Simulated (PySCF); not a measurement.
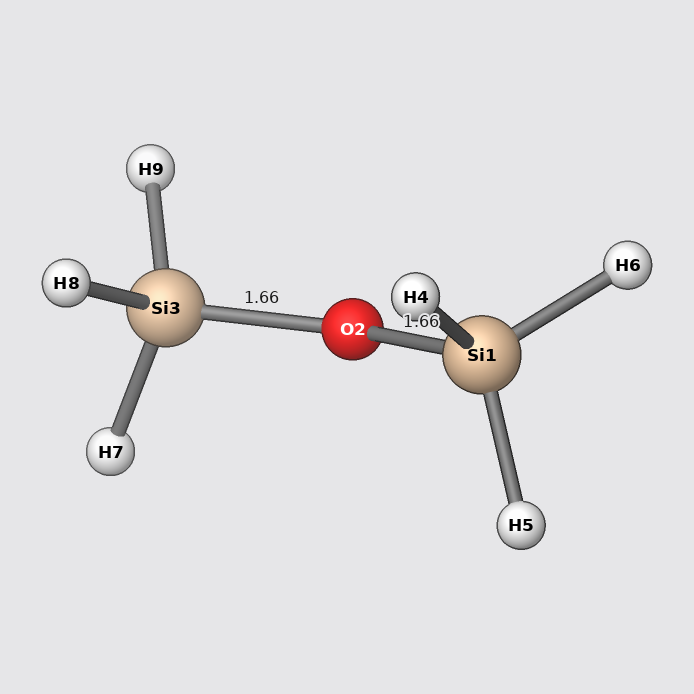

The numbers beside the sticks are distances in Å. Sticks don't show bond order. The geometry was computed by an optimisation with PBE0-D3(BJ)/def2-SVP. No frequency run is at hand to confirm it as a minimum.

**Which of the marked bonds are single, double, triple or aromatic?**

Si1–O2 single; O2–Si3 single.

**Give the structure as SMILES.**

[SiH3]O[SiH3]
